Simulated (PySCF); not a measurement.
## Electronic structure of C$_{4}$H$_{9}$AlCl$_{2}$ (AlCl2(tBu)) in real space

Input file:

```
{"job": {"kind": "nmr", "xc": "PBE0", "basis": {"default": "pcSseg-1", "Al": "pcSseg-2"}}, "charge": 0, "multiplicity": 1}
Al     0.947290     1.655386    -0.036694
Cl     3.035386     1.820124     0.144779
Cl    -0.121922     3.451407    -0.264492
C     -0.006502    -0.061530     0.000881
C     -0.799047    -0.124509     1.313430
C      0.972780    -1.232232    -0.081185
C     -0.977410    -0.091399    -1.185272
H     -1.393738    -1.056557     1.353729
H     -0.142317    -0.125928     2.199707
H     -1.506310     0.714913     1.416464
H      1.687458    -1.238360     0.756946
H      1.560597    -1.218666    -1.013101
H      0.423417    -2.191918    -0.054347
H     -0.453057    -0.072529    -2.155016
H     -1.680926     0.756584    -1.168346
H     -1.580059    -1.018745    -1.161084
```

Run with:

```sh
OMP_NUM_THREADS=1 python probes_run.py task.json out
```

Geometry: PBE0-D3(BJ)/def2-SVP.

Computed with PySCF, PBE0/pcSseg-1 Al:pcSseg-2, SCF density, gas phase, non-relativistic.

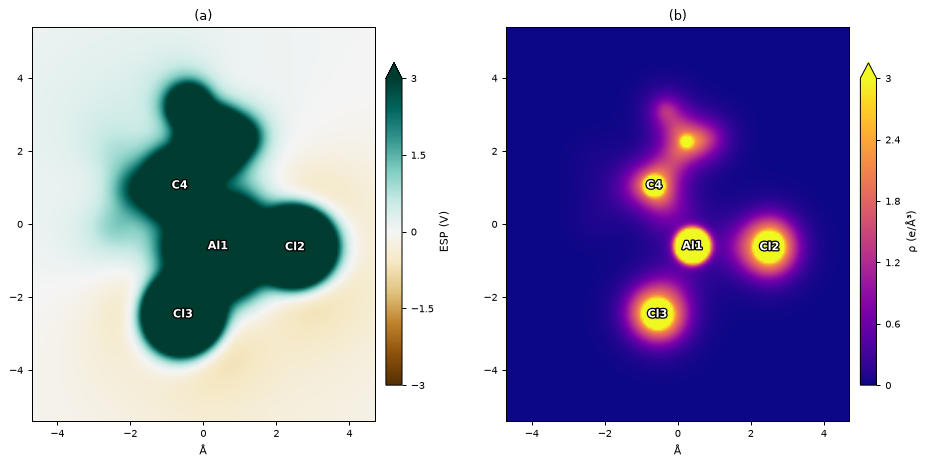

Figure 1. (a) electrostatic potential; (b) electron density on the plane of atoms Cl2, Al1 and C4.

Interpret the plot.

- The plane passes through Al, Cl and C nuclei.
- C–Al (1.96 Å): ρ at the midpoint is about 0.77 e/Å³.
- Al–Cl (2.10 Å): the density is about 0.77 e/Å³ at the midpoint.
- Outside the dense part of the molecule the potential is most negative (−0.7 V) near Cl3.

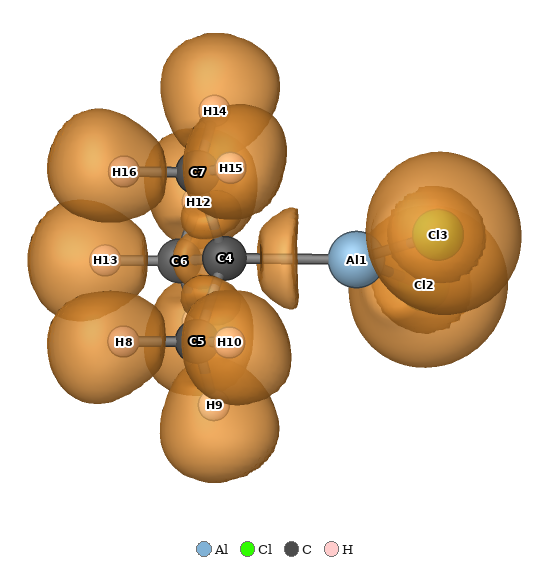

Figure 2. Isosurface of the ELF at 0.8 (orange), seen from one side. Core shells and regions of very low density are left out.

Identify the bonds, lone pairs and shells in this picture.

At this value the surface marks out one region between bonded Al–C atoms (shared pairs), three regions between bonded C–C atoms (shared pairs), nine regions around hydrogen nuclei and two regions on Cl in which the atom's valence shell and bonds are merged.


C–C (1.53 Å): the ELF peaks at about 0.95 between the atoms, as expected for a covalent bond. C–Al (1.96 Å): the ELF peaks at about 0.95 between the atoms; a polar covalent bond.

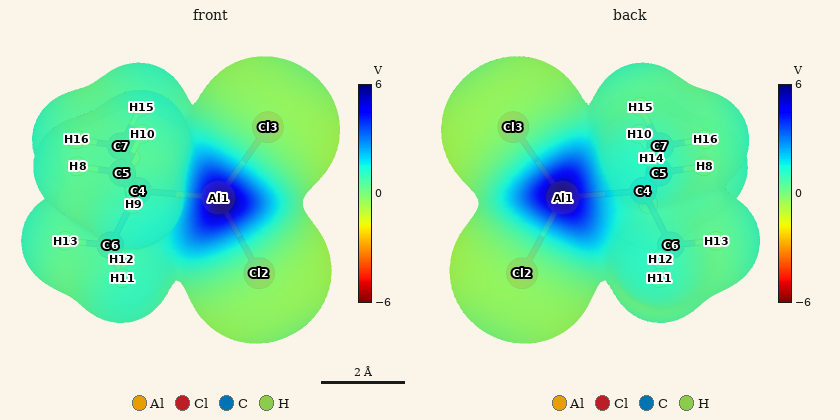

Figure 3. The electrostatic potential painted on the density surface at 0.004 e/bohr³, seen from the front and from behind; the colour scale runs from red (negative) to blue (positive).

Describe the electrostatic potential map.

The most negative region (about −0.6 V, or −14 kcal/mol for a unit charge) lies over Cl2 and Cl3, the most positive (about +5.4 V, or +125 kcal/mol for a unit charge) over Al1.

How polar is the molecule by this calculation?

Its dipole moment is 2.48 D.
